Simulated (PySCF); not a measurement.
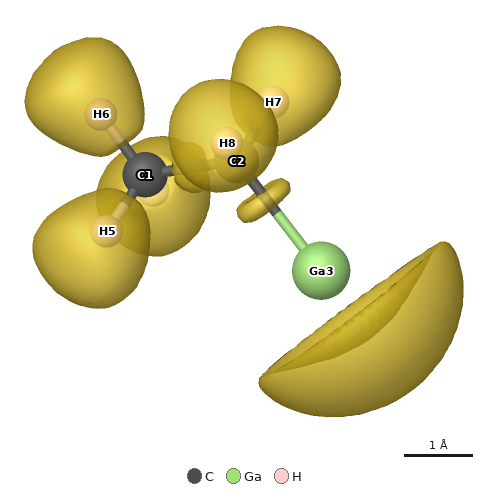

*C2H5Ga (SMILES C[CH2][Ga]). Isosurface of the electron localisation function at 0.85 (yellow), seen at a tilt. Only the valence region is drawn (cores and ρ < 0.01 e/Å³ removed).*

Geometry: PBE0-D4/def2-SVP.

Theory: Gaussian-basis quantum chemistry of an isolated molecule with PySCF, energy and nuclear gradient, functional PBE0 in PySCF 2.14.0.

```xyz
8

C    -0.7878    1.2064    0.3212
C     0.5319    0.8631    1.0120
Ga    0.3591    0.4751    3.0153
H    -1.5237    0.3884    0.4056
H    -1.2620    2.1022    0.7575
H    -0.6687    1.4096   -0.7572
H     1.0029   -0.0201    0.5367
H     1.2624    1.6870    0.8892
```

Describe the localisation domains.

Answer. At this value the surface marks out one region between bonded C–C atoms (shared pairs), five regions around hydrogen nuclei, one lobe of the valence shell of C pointing towards Ga (polar bonds) and one lobe on Ga, pointing away from the bonds (lone pairs).

Values along the shortest contacts:
C–C (1.53 Å): the ELF peaks at about 0.95 between the atoms; a covalent bond. C–Ga (2.05 Å): the ELF peaks at about 0.95 in the valence shell of C, 0.7 Å from its nucleus, and is about 0.60 at the midpoint.
